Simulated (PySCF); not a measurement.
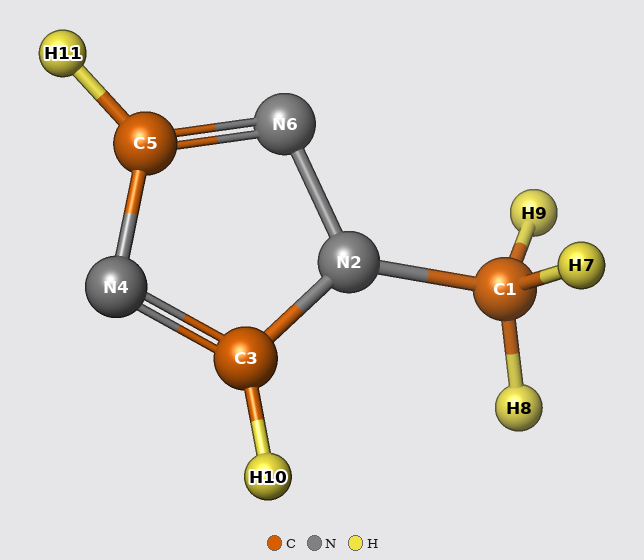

Computed geometry: GFN2-xTB optimisation. No frequency run is at hand to confirm it as a minimum. Level of theory: B3LYP/pcJ-1 indirect spin-spin coupling, non-relativistic, gas phase (PySCF 2.14.0). Isotopes: 13C, 1H, 15N.

Give the spin–spin coupling constants of these pairs, with the number of bonds between them: N2/C3, N2/N6, C5/N6, C1/N6, N2/C5, N2/H10, N2/N4, N2/H9, N4/N6, N4/H11, N2/H11, N6/H9.

```
   pair  bonds apart  J (Hz)
 N2, C3            1   −11.2
 N2, N6            1   −12.4
 C5, N6            1     1.0
 C1, N6            2    −8.1
 N2, C5            2    −3.1
N2, H10            2   −10.1
 N2, N4            2    −1.0
 N2, H9            2     2.4
 N4, N6            2    −1.1
N4, H11            2   −14.2
N2, H11            3    −6.1
 N6, H9            3    −1.7
```
